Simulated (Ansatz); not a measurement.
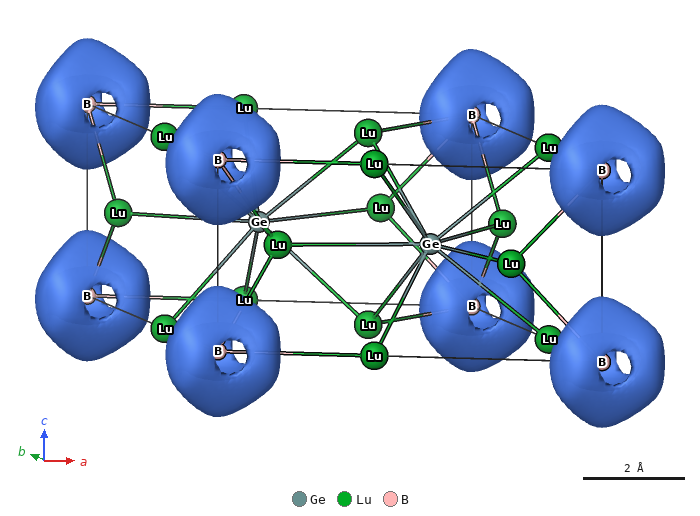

Figure. Lu₆Ge₂B. Isosurface of the ELF at 0.7 (blue), seen slightly off an axis. Core shells and regions of very low density are left out. Sticks mark near contacts.

Space group P-62m; built by placing these elements on a known structure type; computed without spin polarisation.

These are results of DFT, PAW plane waves, PBE in Ansatz, not measurements.

### Describe the localisation domains.

The surface consists of one region wrapped around B (its valence shell), counted in one cell of 9 atoms. Any copies at cell faces, edges or corners count once. Along the contacts the grid gives the following. Lu–B (2.65 Å): the ELF peaks at about 0.75 in the valence shell of B, 0.8 Å from its nucleus, and is about 0.20 at the midpoint. Lu–Ge (3.02 Å): the ELF peaks at about 0.60 in the valence shell of Ge, 1.2 Å from its nucleus, and is about 0.30 at the midpoint.
